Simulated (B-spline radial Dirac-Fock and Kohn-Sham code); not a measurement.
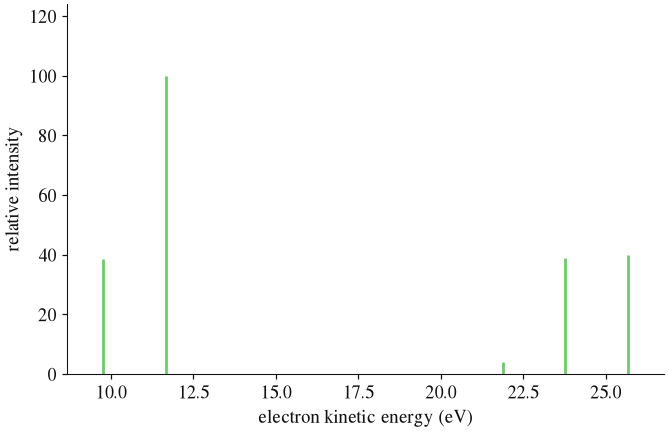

Figure. Auger groups that fill an N5 (4d5/2) hole, as sticks. Kinetic energies count from the vacuum level; very weak lines are left out. The figure is for Xe⁴⁺ ([Kr] 4d10 5s2 5p2), inside a Watson sphere of charge −4 and radius 2.2 Å that stands in for a crystal. Computed with a B-spline radial atomic code: independent-particle Coulomb rates on relativistic LDA orbitals, configuration-average energies from Dirac–Fock.

The strongest group is N5-O1O3 at 11.67 eV (45 % of the non-radiative width), followed by N5-O3O3 at 25.67 eV (18 %), N5-O2O3 at 23.78 eV (18 %), N5-O1O2 at 9.769 eV (17 %). The lines shown span 9.769 eV to 25.67 eV.
